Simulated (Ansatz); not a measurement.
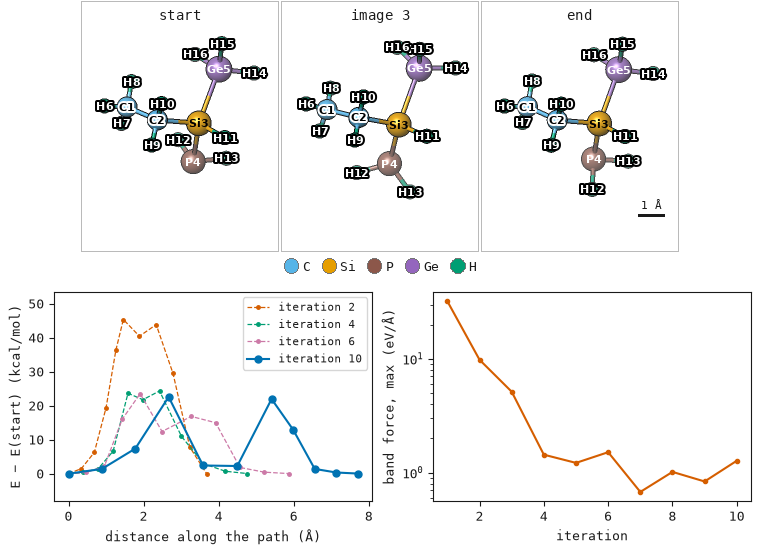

NEB run on C$_{2}$H$_{11}$GePSi. Images are numbered from 0 (start) to 10 (end). The plot follows the band through its iterations. The picture is a ball-and-stick view, seen at a tilt.

Theory: RHF/def2-SVP (Ansatz 0.2.0). Settings: 9 movable images; climbing image; force threshold 0.05 eV/Å; iteration limit 10; starting path through a guess of the saddle point.

Question: How did the profile develop, and is the result final?

Answer: The result isn't final. The band hadn't converged when the run stopped after 10 iterations. The largest component of the band force went from 32 to 1.3 eV/Å. The barrier read from it is provisional: over the last two iterations the highest image moved from 25.7 kcal/mol to 22.6 kcal/mol. The iteration limit was low. The first iteration put the highest image at 143.3 kcal/mol. The two ends have nearly the same energy, and the highest point, image 3, lies 22.6 kcal/mol above the start.

Limits of the set-up: Hartree-Fock leaves out electron correlation.

Cost: 5.6 min on 2 threads of Intel(R) Xeon(R) Platinum 8488C (Sapphire Rapids) (shared host), peak memory 0.48 GiB.
